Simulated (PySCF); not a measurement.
**BHCl2: spin-spin couplings and electronic excitations at several levels of theory, part 1 of 2**

Aim: compute the spin-spin couplings and electronic excitations of BHCl2 (`ClBCl`) at several levels, and see how far they spread and what each costs.

Programs: PySCF 2.14.0, with density-fitted response routines of our own. Each step states its level of theory. These are calculated values for one molecule in the gas phase, unless marked as measured. Atoms are numbered from 0 throughout.

### Step 1. The starting structure

4 atoms, charge 0, multiplicity 1; geometry from: GFN2-xTB.

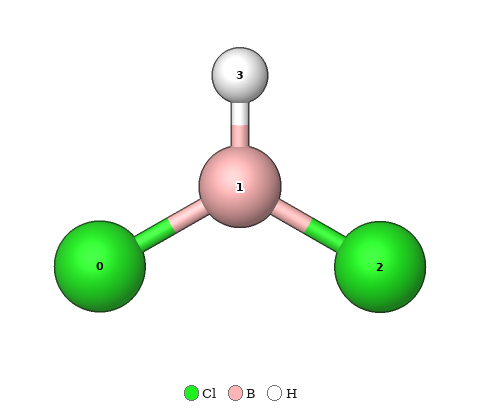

As it starts; chlorine green, boron pink, hydrogen white, atoms numbered.

### Step 2. Geometry optimisation at PBE0-D3(BJ)/def2-SVP

The job: settings as JSON, then the geometry in Å.

```
{"job": {"xc": "PBE0", "basis": "def2-SVP", "d3": "d3bj", "grid": 1, "kind": "geom"}, "charge": 0, "multiplicity": 1}
Cl    -1.464530    -0.727010    -0.006720
B      0.003990     0.132350    -0.015070
Cl     1.487050    -0.701350     0.001570
H     -0.006040     1.305560    -0.025480
```

Launch:

```
OMP_NUM_THREADS=1 python probes_run.py task.json out
```

The driver reads the jobs from task.json and runs them one after another.

What it wrote:

```text
step   0  E = -945.27869710  max force = 0.020460
step   1  E = -945.28027994  max force = 0.007553
step   2  E = -945.27997269  max force = 0.005532
step   3  E = -945.28058499  max force = 0.001633
step   4  E = -945.28052612  max force = 0.002960
step   5  E = -945.28059662  max force = 0.001095
step   6  E = -945.28060326  max force = 0.000696
step   7  E = -945.28060712  max force = 0.000058
optimisation converged
```

Run time: 8.9 s. Hardware: 1 thread, shared host.

The steps of the relaxation: (the energy doesn't fall at every step)

```
step  energy from step 0 (eV)  largest force component (eV/Å)
   0                   0.0000                          1.0521
   1                  -0.0431                          0.3884
   2                  -0.0347                          0.2845
   3                  -0.0514                          0.0840
   4                  -0.0498                          0.1522
   5                  -0.0517                          0.0563
   6                  -0.0519                          0.0358
   7                  -0.0520                          0.0030
```

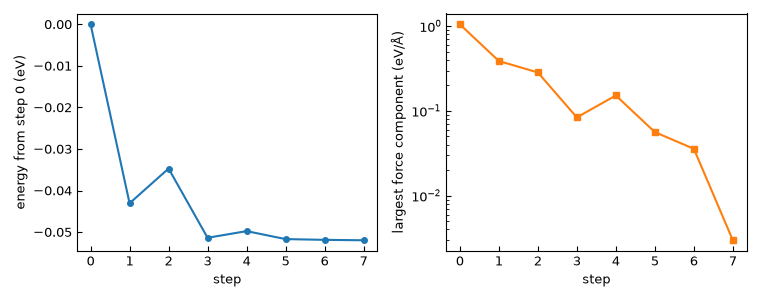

Energy and force, step by step.

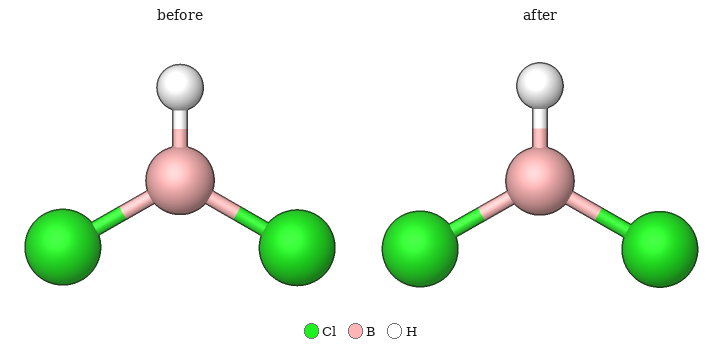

The geometry before (left) and after (right).

Distances of close pairs at the start and the end, largest changes first:

```
  bond  before (Å)  after (Å)  change (Å)
B1–Cl2       1.701      1.739      +0.038
Cl0–B1       1.702      1.739      +0.038
 B1–H3       1.173      1.200      +0.027
```

The final coordinates are the input of the step that follows.

| at the end point | value |
| --- | --- |
| point group (found at 0.08 Å tolerance) | C2v |
| rotational constants (GHz, main isotopes) | 46.598, 3.168, 2.966 |
| dipole moment (D) | 0.37 |

### Step 3. Indirect couplings: B3LYP/cc-pVTZ

The job: settings as JSON, then the geometry in Å.

```
{"job": {"kind": "j", "xc": "B3LYP", "basis": "cc-pVTZ"}, "charge": 0, "multiplicity": 1}
Cl    -1.498109    -0.743421    -0.007495
B      0.003834     0.133685    -0.013145
Cl     1.522288    -0.714293     0.002787
H     -0.007544     1.333579    -0.027847
```

Method: B3LYP/cc-pVTZ indirect spin-spin coupling, non-relativistic, gas phase.

What it wrote:

```text
coarse grid: 4960 points
cycle   1  E = -945.9778246649  dE =  2.179e-01  |g| = 2.180e-01  |ddm| = 3.681e+00
cycle   2  E = -945.9701396881  dE =  7.685e-03  |g| = 2.884e-01  |ddm| = 8.563e-01
cycle   3  E = -945.9911790791  dE = -2.104e-02  |g| = 3.438e-02  |ddm| = 4.482e-01
cycle   4  E = -945.9914667184  dE = -2.876e-04  |g| = 1.482e-02  |ddm| = 7.106e-02
cycle   5  E = -945.9915255907  dE = -5.887e-05  |g| = 7.765e-04  |ddm| = 1.997e-02
cycle   6  E = -945.9915257317  dE = -1.409e-07  |g| = 4.647e-04  |ddm| = 2.270e-03
final grid: 40072 points
cycle   7  E = -946.0051104048  dE = -1.059e-05  |g| = 2.716e-03  |ddm| = 3.341e-02
cycle   8  E = -946.0051102643  dE =  1.405e-07  |g| = 2.411e-03  |ddm| = 5.873e-03
cycle   9  E = -946.0051114047  dE = -1.140e-06  |g| = 5.819e-04  |ddm| = 3.933e-03
cycle  10  E = -946.0051115031  dE = -9.836e-08  |g| = 9.328e-05  |ddm| = 9.182e-04
cycle  11  E = -946.0051115054  dE = -2.336e-09  |g| = 1.121e-05  |ddm| = 1.540e-04
cycle  12  E = -946.0051115055  dE = -3.683e-11  |g| = 4.508e-06  |ddm| = 2.491e-05
converged SCF energy = -946.0051115055

Indirect spin-spin couplings (Hz)
  i      j    bonds     total        FC       PSO       DSO        SD
  1 B    3 H    1    208.023   206.923    -0.736     0.991     0.846
```

It took 5.1 s on 1 thread, shared host.

The basis is not made for couplings: without tight functions at the nuclei these values are rough.

Couplings of 1 Hz or more, nine at most for each number of bonds (isotopes 11B, 1H):

```
 pair  bonds  J (Hz)  Fermi contact (Hz)
B1–H3      1   208.0               206.9
```

The response was solved for the nuclei of B, H alone, so couplings that need other nuclei can be missing.

Quadrupole couplings from the field gradients of the same density:

| atom | isotope | eQq/h (MHz) | η |
| --- | --- | --- | --- |
| Cl0 | 35Cl | -36.1 | 0.78 |
| Cl2 | 35Cl | -36.1 | 0.78 |
| B1 | 11B | 3.804 | 0.61 |

### Step 4. J couplings: B3LYP/6-31G*

The job: settings as JSON, then the geometry in Å.

```
{"job": {"kind": "j", "xc": "B3LYP", "basis": "6-31G*"}, "charge": 0, "multiplicity": 1}
Cl    -1.498109    -0.743421    -0.007495
B      0.003834     0.133685    -0.013145
Cl     1.522288    -0.714293     0.002787
H     -0.007544     1.333579    -0.027847
```

With the program's defaults for keys left out, this is: B3LYP/6-31G* indirect spin-spin coupling, non-relativistic, gas phase.

What it wrote:

```text
coarse grid: 4960 points
cycle   1  E = -945.9316457683  dE =  2.239e-01  |g| = 2.345e-01  |ddm| = 2.013e+00
cycle   2  E = -945.9207873613  dE =  1.086e-02  |g| = 3.106e-01  |ddm| = 6.681e-01
cycle   3  E = -945.9488924119  dE = -2.811e-02  |g| = 2.866e-02  |ddm| = 3.877e-01
cycle   4  E = -945.9491351173  dE = -2.427e-04  |g| = 6.948e-03  |ddm| = 4.749e-02
cycle   5  E = -945.9491494001  dE = -1.428e-05  |g| = 7.010e-04  |ddm| = 9.457e-03
cycle   6  E = -945.9491495647  dE = -1.646e-07  |g| = 1.779e-04  |ddm| = 1.514e-03
final grid: 40072 points
cycle   7  E = -945.9128973210  dE = -3.253e-06  |g| = 1.971e-03  |ddm| = 8.886e-03
cycle   8  E = -945.9128968702  dE =  4.508e-07  |g| = 2.310e-03  |ddm| = 5.069e-03
cycle   9  E = -945.9128984256  dE = -1.555e-06  |g| = 2.935e-04  |ddm| = 2.999e-03
cycle  10  E = -945.9128984515  dE = -2.584e-08  |g| = 2.750e-05  |ddm| = 4.054e-04
cycle  11  E = -945.9128984517  dE = -2.415e-10  |g| = 5.113e-06  |ddm| = 4.158e-05
converged SCF energy = -945.9128984517

Indirect spin-spin couplings (Hz)
  i      j    bonds     total        FC       PSO       DSO        SD
  1 B    3 H    1    214.820   213.891    -0.827     1.045     0.712
```

It took 2.2 s on 1 thread, shared host.

This basis has no tight s functions, so the Fermi-contact terms are rough.

This run: J(B1,H3) 214.8 Hz (means over like pairs).

### Step 5. TDDFT and polarisability: HF/def2-SVPD

The job: settings as JSON, then the geometry in Å.

```
{"job": {"kind": "uv", "xc": "HF", "basis": "def2-SVPD", "ip": true}, "charge": 0, "multiplicity": 1}
Cl    -1.498109    -0.743421    -0.007495
B      0.003834     0.133685    -0.013145
Cl     1.522288    -0.714293     0.002787
H     -0.007544     1.333579    -0.027847
```

Level: TDDFT HF/def2-SVPD, vertical, gas phase, core orbitals frozen in the response.

What it wrote:

```text
final grid: 40072 points
cycle   1  E = -943.9902734503  dE =  3.307e-01  |g| = 3.832e-01  |ddm| = 1.968e+00
cycle   2  E = -944.0339737347  dE = -4.370e-02  |g| = 1.969e-01  |ddm| = 6.358e-01
cycle   3  E = -944.0455796770  dE = -1.161e-02  |g| = 3.247e-02  |ddm| = 2.730e-01
cycle   4  E = -944.0462406922  dE = -6.610e-04  |g| = 5.119e-03  |ddm| = 8.650e-02
cycle   5  E = -944.0462622682  dE = -2.158e-05  |g| = 1.425e-03  |ddm| = 1.301e-02
cycle   6  E = -944.0462641439  dE = -1.876e-06  |g| = 4.020e-04  |ddm| = 3.520e-03
cycle   7  E = -944.0462642775  dE = -1.337e-07  |g| = 9.050e-05  |ddm| = 1.018e-03
cycle   8  E = -944.0462642840  dE = -6.467e-09  |g| = 2.022e-05  |ddm| = 2.055e-04
cycle   9  E = -944.0462642844  dE = -3.490e-10  |g| = 5.159e-06  |ddm| = 4.653e-05
converged SCF energy = -944.0462642844

Static polarisability (au): isotropic 39.260, principal 31.376 37.255 49.149

Singlet excitations
state   eV       nm        f      main configurations
  1   7.0576    175.7   0.00228   H->L+1 0.91
  2   7.5556    164.1   0.00000   H-1->L+1 0.94
  3   8.4191    147.3   0.16445   H-2->L+1 0.91
  4   9.6117    129.0   0.02785   H-3->L+1 0.83
  5   9.7405    127.3   0.05955   H-1->L 0.61, H->L+3 0.16
  6   9.8429    126.0   0.07187   H->L 0.69, H-1->L+3 0.12
  7   9.9849    124.2   0.00000   H-4->L+1 0.83
  8  10.0930    122.8   0.00000   H-2->L 0.69
  9  10.1607    122.0   0.00203   H-5->L+1 0.86
 10  10.4020    119.2   0.09624   H->L+2 0.34, H->L+5 0.16, H-1->L+3 0.15

Triplet excitations (Tamm-Dancoff, eV): 6.3681 7.2401 7.3449 8.0452
Vertical ionisation energy (delta-SCF) = 11.9034 eV
```

It took 2.4 s on 1 thread, shared host.

The orbitals next to the gap, with their largest atomic shares:

| orbital | eV | atoms |
| --- | --- | --- |
| HOMO−3 | -14.35 | Cl2 42 %, Cl0 42 %, B1 16 % |
| HOMO−2 | -12.99 | Cl0 45 %, Cl2 45 %, B1 10 % |
| HOMO−1 | -12.71 | Cl0 48 %, Cl2 47 %, B1 4 % |
| HOMO | -12.71 | Cl2 35 %, Cl0 34 %, B1 19 % |
| LUMO | 1.77 | B1 74 %, Cl0 10 %, Cl2 10 % |
| LUMO+1 | 1.87 | B1 49 %, Cl2 20 %, Cl0 20 % |
| LUMO+2 | 2.94 | Cl0 45 %, Cl2 45 %, H3 5 % |

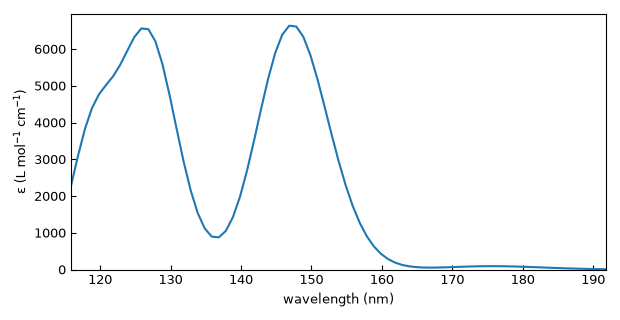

Absorption spectrum: each of the 10 states is a Gaussian band of 0.4 eV half-width at 1/e. Beyond the last state computed it falls off for lack of states.

Further results of this job:

| property | computed |
| --- | --- |
| dipole moment (D) | 0.76 |
| polarisability (Å³) | 5.82 |
| HOMO–LUMO gap (eV) | 14.48 |
| −ε(HOMO) (eV) | 12.71 |

### Step 6. TDDFT and polarisability: LDA/def2-SVPD

The job: settings as JSON, then the geometry in Å.

```
{"job": {"kind": "uv", "xc": "LDA", "basis": "def2-SVPD", "ip": true}, "charge": 0, "multiplicity": 1}
Cl    -1.498109    -0.743421    -0.007495
B      0.003834     0.133685    -0.013145
Cl     1.522288    -0.714293     0.002787
H     -0.007544     1.333579    -0.027847
```

With the program's defaults for keys left out, this is: TDDFT LDA/def2-SVPD, vertical, gas phase, core orbitals frozen in the response.

What it wrote:

```text
coarse grid: 4960 points
cycle   1  E = -942.2786166748  dE =  1.595e-01  |g| = 1.548e-01  |ddm| = 2.319e+00
cycle   2  E = -942.2767635581  dE =  1.853e-03  |g| = 1.855e-01  |ddm| = 4.508e-01
cycle   3  E = -942.2851440744  dE = -8.381e-03  |g| = 4.850e-02  |ddm| = 2.498e-01
cycle   4  E = -942.2857606691  dE = -6.166e-04  |g| = 2.109e-02  |ddm| = 6.829e-02
cycle   5  E = -942.2858992586  dE = -1.386e-04  |g| = 1.578e-03  |ddm| = 2.269e-02
cycle   6  E = -942.2859001463  dE = -8.877e-07  |g| = 3.785e-04  |ddm| = 3.103e-03
final grid: 40072 points
cycle   7  E = -942.3721943157  dE = -6.122e-06  |g| = 1.365e-03  |ddm| = 1.867e-02
cycle   8  E = -942.3721937742  dE =  5.414e-07  |g| = 1.911e-03  |ddm| = 3.863e-03
cycle   9  E = -942.3721947305  dE = -9.562e-07  |g| = 4.355e-04  |ddm| = 2.425e-03
cycle  10  E = -942.3721947942  dE = -6.377e-08  |g| = 5.625e-05  |ddm| = 5.099e-04
cycle  11  E = -942.3721947951  dE = -8.401e-10  |g| = 1.570e-05  |ddm| = 8.876e-05
converged SCF energy = -942.3721947951

Static polarisability (au): isotropic 44.709, principal 33.859 41.571 58.698

Singlet excitations
state   eV       nm        f      main configurations
  1   5.1247    241.9   0.00089   H->L 1.00
  2   5.1492    240.8   0.00000   H-1->L 1.00
  3   6.3761    194.5   0.14260   H-2->L 0.94
  4   7.6348    162.4   0.03180   H-3->L 0.92
  5   7.9839    155.3   0.03050   H->L+1 0.96
  6   8.0423    154.2   0.00258   H-4->L 0.99
  7   8.0969    153.1   0.10677   H-1->L+1 0.94
  8   8.2358    150.5   0.00000   H-5->L 0.99
  9   8.5031    145.8   0.00000   H-2->L+1 0.99
 10   8.6164    143.9   0.03332   H->L+2 0.93

Triplet excitations (Tamm-Dancoff, eV): 4.7900 4.9834 5.3219 6.2557
Vertical ionisation energy (delta-SCF) = 11.4180 eV
Vertical electron affinity (delta-SCF) = -0.0588 eV
```

Wall time 20 s (1 thread, shared host).

This run: HOMO -8.02 eV, LUMO -3.07 eV; lowest singlet 5.12 eV.

### Step 7. Ultraviolet spectrum: PBE/def2-SVPD

The job: settings as JSON, then the geometry in Å.

```
{"job": {"kind": "uv", "xc": "PBE", "basis": "def2-SVPD", "ip": true}, "charge": 0, "multiplicity": 1}
Cl    -1.498109    -0.743421    -0.007495
B      0.003834     0.133685    -0.013145
Cl     1.522288    -0.714293     0.002787
H     -0.007544     1.333579    -0.027847
```

Method: TDDFT PBE/def2-SVPD, vertical, gas phase, core orbitals frozen in the response.

What it wrote:

```text
coarse grid: 4960 points
cycle   1  E = -945.0742879812  dE =  1.645e-01  |g| = 1.581e-01  |ddm| = 2.353e+00
cycle   2  E = -945.0726196151  dE =  1.668e-03  |g| = 1.855e-01  |ddm| = 4.541e-01
cycle   3  E = -945.0811501361  dE = -8.531e-03  |g| = 4.852e-02  |ddm| = 2.545e-01
cycle   4  E = -945.0818401980  dE = -6.901e-04  |g| = 1.693e-02  |ddm| = 6.560e-02
cycle   5  E = -945.0819283690  dE = -8.817e-05  |g| = 1.578e-03  |ddm| = 1.912e-02
cycle   6  E = -945.0819292776  dE = -9.086e-07  |g| = 3.713e-04  |ddm| = 3.150e-03
final grid: 40072 points
cycle   7  E = -945.2071712452  dE = -1.244e-05  |g| = 2.867e-03  |ddm| = 1.776e-02
cycle   8  E = -945.2071683807  dE =  2.864e-06  |g| = 4.215e-03  |ddm| = 1.008e-02
cycle   9  E = -945.2071738723  dE = -5.492e-06  |g| = 9.068e-04  |ddm| = 5.397e-03
cycle  10  E = -945.2071741207  dE = -2.484e-07  |g| = 9.482e-05  |ddm| = 1.253e-03
cycle  11  E = -945.2071741229  dE = -2.175e-09  |g| = 2.047e-05  |ddm| = 1.310e-04
cycle  12  E = -945.2071741230  dE = -1.073e-10  |g| = 8.032e-06  |ddm| = 3.073e-05
converged SCF energy = -945.2071741230

Static polarisability (au): isotropic 44.364, principal 33.588 41.256 58.249

Singlet excitations
state   eV       nm        f      main configurations
  1   5.2531    236.0   0.00076   H->L 1.00
  2   5.2548    235.9   0.00000   H-1->L 1.00
  3   6.4404    192.5   0.14132   H-2->L 0.94
  4   7.6214    162.7   0.02837   H-3->L 0.92
  5   7.9163    156.6   0.03037   H->L+1 0.96
  6   7.9781    155.4   0.10069   H-1->L+1 0.95
  7   8.1322    152.5   0.00209   H-4->L 0.99
  8   8.2866    149.6   0.00000   H-5->L 0.98
  9   8.3888    147.8   0.00000   H-2->L+1 0.99
 10   8.5721    144.6   0.03672   H->L+2 0.92

Triplet excitations (Tamm-Dancoff, eV): 4.8627 5.0656 5.3553 6.1352
Vertical ionisation energy (delta-SCF) = 11.3062 eV
Vertical electron affinity (delta-SCF) = -0.1417 eV
```

It took 26 s on 1 thread, shared host.

In short: HOMO -7.95 eV, LUMO -2.84 eV; lowest singlet 5.25 eV.

### Step 8. Ultraviolet spectrum: B3LYP/def2-SVPD

The job: settings as JSON, then the geometry in Å.

```
{"job": {"kind": "uv", "xc": "B3LYP", "basis": "def2-SVPD", "ip": true}, "charge": 0, "multiplicity": 1}
Cl    -1.498109    -0.743421    -0.007495
B      0.003834     0.133685    -0.013145
Cl     1.522288    -0.714293     0.002787
H     -0.007544     1.333579    -0.027847
```

Level: TDDFT B3LYP/def2-SVPD, vertical, gas phase, core orbitals frozen in the response.

What it wrote:

```text
coarse grid: 4960 points
cycle   1  E = -945.5516724399  dE =  1.947e-01  |g| = 2.056e-01  |ddm| = 2.231e+00
cycle   2  E = -945.5429626177  dE =  8.710e-03  |g| = 2.768e-01  |ddm| = 5.523e-01
cycle   3  E = -945.5643259889  dE = -2.136e-02  |g| = 2.580e-02  |ddm| = 3.200e-01
cycle   4  E = -945.5645158527  dE = -1.899e-04  |g| = 9.017e-03  |ddm| = 3.587e-02
cycle   5  E = -945.5645395262  dE = -2.367e-05  |g| = 7.425e-04  |ddm| = 1.161e-02
cycle   6  E = -945.5645397082  dE = -1.820e-07  |g| = 2.589e-04  |ddm| = 1.420e-03
final grid: 40072 points
cycle   7  E = -945.6602639752  dE = -7.036e-06  |g| = 1.997e-03  |ddm| = 1.798e-02
cycle   8  E = -945.6602638181  dE =  1.571e-07  |g| = 2.050e-03  |ddm| = 4.767e-03
cycle   9  E = -945.6602648673  dE = -1.049e-06  |g| = 3.665e-04  |ddm| = 2.622e-03
cycle  10  E = -945.6602649101  dE = -4.281e-08  |g| = 4.571e-05  |ddm| = 4.179e-04
cycle  11  E = -945.6602649107  dE = -6.153e-10  |g| = 8.138e-06  |ddm| = 6.581e-05
converged SCF energy = -945.6602649107

Static polarisability (au): isotropic 43.019, principal 33.003 40.209 55.846

Singlet excitations
state   eV       nm        f      main configurations
  1   5.6575    219.2   0.00091   H->L 1.00
  2   5.7114    217.1   0.00000   H-1->L 1.00
  3   6.8007    182.3   0.14788   H-2->L 0.95
  4   7.9810    155.3   0.03244   H-3->L 0.93
  5   8.3870    147.8   0.08742   H-1->L+1 0.94
  6   8.3956    147.7   0.03752   H->L+1 0.96
  7   8.5404    145.2   0.00208   H-4->L 0.99
  8   8.6176    143.9   0.00000   H-5->L 0.98
  9   8.7532    141.6   0.00000   H-2->L+1 0.98
 10   9.0778    136.6   0.08825   H->L+2 0.94

Triplet excitations (Tamm-Dancoff, eV): 5.2769 5.5338 5.7440 6.6145
Vertical ionisation energy (delta-SCF) = 11.6784 eV
Vertical electron affinity (delta-SCF) = -0.1676 eV
```

Run time: 16 s. Hardware: 1 thread, shared host.

This run: HOMO -9.10 eV, LUMO -2.06 eV; lowest singlet 5.66 eV.

### Step 9. Ultraviolet spectrum: PBE0/def2-SVPD

The job: settings as JSON, then the geometry in Å.

```
{"job": {"kind": "uv", "xc": "PBE0", "basis": "def2-SVPD", "ip": true}, "charge": 0, "multiplicity": 1}
Cl    -1.498109    -0.743421    -0.007495
B      0.003834     0.133685    -0.013145
Cl     1.522288    -0.714293     0.002787
H     -0.007544     1.333579    -0.027847
```

With the program's defaults for keys left out, this is: TDDFT PBE0/def2-SVPD, vertical, gas phase, core orbitals frozen in the response.

What it wrote:

```text
coarse grid: 4960 points
cycle   1  E = -945.1829501917  dE =  2.029e-01  |g| = 2.004e-01  |ddm| = 2.205e+00
cycle   2  E = -945.1769726225  dE =  5.978e-03  |g| = 2.558e-01  |ddm| = 5.163e-01
cycle   3  E = -945.1954893597  dE = -1.852e-02  |g| = 2.085e-02  |ddm| = 2.967e-01
cycle   4  E = -945.1956117611  dE = -1.224e-04  |g| = 7.444e-03  |ddm| = 2.877e-02
cycle   5  E = -945.1956277175  dE = -1.596e-05  |g| = 6.005e-04  |ddm| = 9.833e-03
cycle   6  E = -945.1956278388  dE = -1.213e-07  |g| = 2.137e-04  |ddm| = 1.146e-03
final grid: 40072 points
cycle   7  E = -945.2898016159  dE = -9.122e-06  |g| = 1.825e-03  |ddm| = 1.287e-02
cycle   8  E = -945.2898020365  dE = -4.205e-07  |g| = 1.514e-03  |ddm| = 5.268e-03
cycle   9  E = -945.2898027044  dE = -6.679e-07  |g| = 3.693e-04  |ddm| = 2.096e-03
cycle  10  E = -945.2898027433  dE = -3.888e-08  |g| = 5.792e-05  |ddm| = 4.550e-04
cycle  11  E = -945.2898027442  dE = -8.970e-10  |g| = 9.244e-06  |ddm| = 7.662e-05
converged SCF energy = -945.2898027442

Static polarisability (au): isotropic 42.436, principal 32.621 39.628 55.060

Singlet excitations
state   eV       nm        f      main configurations
  1   5.7252    216.6   0.00109   H->L 1.00
  2   5.8375    212.4   0.00000   H-1->L 1.00
  3   6.9290    178.9   0.15408   H-2->L 0.95
  4   8.1246    152.6   0.03606   H-3->L 0.94
  5   8.6592    143.2   0.00254   H-4->L 0.99
  6   8.6656    143.1   0.03641   H->L+1 0.95
  7   8.6877    142.7   0.08240   H-1->L+1 0.91
  8   8.7634    141.5   0.00000   H-5->L 0.99
  9   9.0529    137.0   0.00000   H-2->L+1 0.96
 10   9.2996    133.3   0.08545   H->L+2 0.92

Triplet excitations (Tamm-Dancoff, eV): 5.2708 5.6422 5.8233 6.6354
Vertical ionisation energy (delta-SCF) = 11.7439 eV
Vertical electron affinity (delta-SCF) = -0.1091 eV
```

Run time: 15 s. Hardware: 1 thread, shared host.

This run: HOMO -9.36 eV, LUMO -1.88 eV; lowest singlet 5.73 eV.

### Step 10. Excited states and response: BHandHLYP/def2-SVPD

The job: settings as JSON, then the geometry in Å.

```
{"job": {"kind": "uv", "xc": "BHandHLYP", "basis": "def2-SVPD", "ip": true}, "charge": 0, "multiplicity": 1}
Cl    -1.498109    -0.743421    -0.007495
B      0.003834     0.133685    -0.013145
Cl     1.522288    -0.714293     0.002787
H     -0.007544     1.333579    -0.027847
```

With the program's defaults for keys left out, this is: TDDFT BHandHLYP/def2-SVPD, vertical, gas phase, core orbitals frozen in the response.

What it wrote:

```text
coarse grid: 4960 points
cycle   1  E = -945.5281453668  dE =  2.464e-01  |g| = 2.764e-01  |ddm| = 2.091e+00
cycle   2  E = -945.5334444383  dE = -5.299e-03  |g| = 2.698e-01  |ddm| = 6.046e-01
cycle   3  E = -945.5544300492  dE = -2.099e-02  |g| = 1.629e-02  |ddm| = 3.206e-01
cycle   4  E = -945.5545579928  dE = -1.279e-04  |g| = 4.196e-03  |ddm| = 3.507e-02
cycle   5  E = -945.5545638199  dE = -5.827e-06  |g| = 9.301e-04  |ddm| = 7.038e-03
final grid: 40072 points
cycle   6  E = -945.6163875817  dE = -4.163e-06  |g| = 1.476e-03  |ddm| = 1.351e-02
cycle   7  E = -945.6163879513  dE = -3.696e-07  |g| = 8.231e-04  |ddm| = 2.966e-03
cycle   8  E = -945.6163881144  dE = -1.631e-07  |g| = 4.810e-05  |ddm| = 1.081e-03
cycle   9  E = -945.6163881150  dE = -6.171e-10  |g| = 3.088e-05  |ddm| = 1.111e-04
converged SCF energy = -945.6163881150

Static polarisability (au): isotropic 41.164, principal 32.094 38.685 52.712

Singlet excitations
state   eV       nm        f      main configurations
  1   6.2025    199.9   0.00134   H->L 0.98
  2   6.4039    193.6   0.00000   H-1->L 0.99
  3   7.3935    167.7   0.15664   H-2->L 0.95
  4   8.5983    144.2   0.03609   H-3->L 0.93
  5   9.0120    137.6   0.07033   H-1->L+1 0.81, H->L+2 0.12
  6   9.0678    136.7   0.05016   H->L+1 0.87
  7   9.1541    135.4   0.00232   H-5->L 0.94
  8   9.1547    135.4   0.00009   H-4->L 0.93
  9   9.3618    132.4   0.00000   H-2->L+1 0.88
 10   9.6958    127.9   0.09261   H->L+3 0.61, H-1->L+2 0.13, H->L+5 0.12

Triplet excitations (Tamm-Dancoff, eV): 5.7474 6.2211 6.3181 7.2328
Vertical ionisation energy (delta-SCF) = 12.0166 eV
```

Wall time 12 s (1 thread, shared host).

Key values: HOMO -10.65 eV, LUMO -0.77 eV; lowest singlet 6.20 eV.

(Continued in part 2 of 2.)
